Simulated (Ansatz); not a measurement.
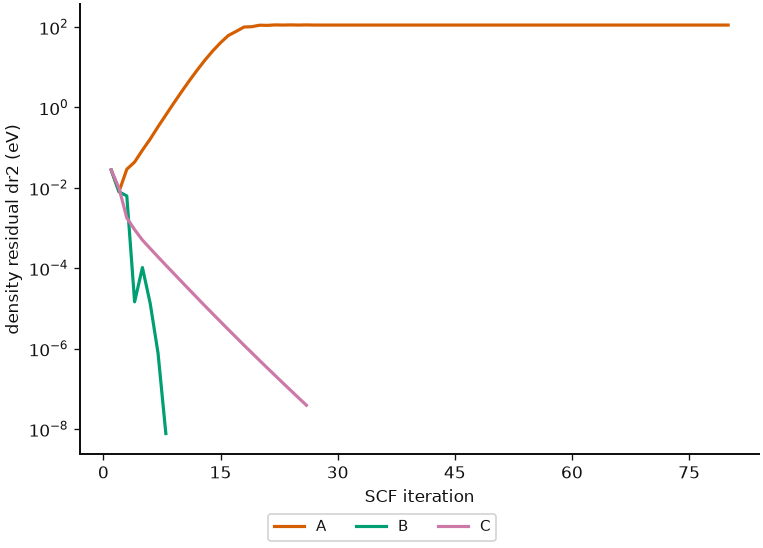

Convergence of one system under several settings.
- system: Ni (Fm-3m, 1 atom in the cell)
- method: Ansatz 0.2.0, DFT, r2SCAN, PAW, plane waves, scalar-relativistic; cutoff 500 eV, 13×13×13 k-mesh, Gaussian smearing of 0.05 eV
All start from atomic densities corrected by a trained network.

A: linear mixing, beta 0.5, no preconditioner
B: default SCF settings
C: linear mixing, beta 0.2, no preconditioner

Q: Which runs converged, and in how many iterations?

A: Run B converged in 8 iterations. Run C converged in 26 iterations. Run A stopped unconverged after 80 (the residual grew by about 4 orders of magnitude and ended in a two-step oscillation of the energy, not drawn).

Q: Which is quickest by iteration count?

A: Run B (default SCF settings), with 8 against 26 for the next.

The converged runs agree in energy within 1 meV per atom.
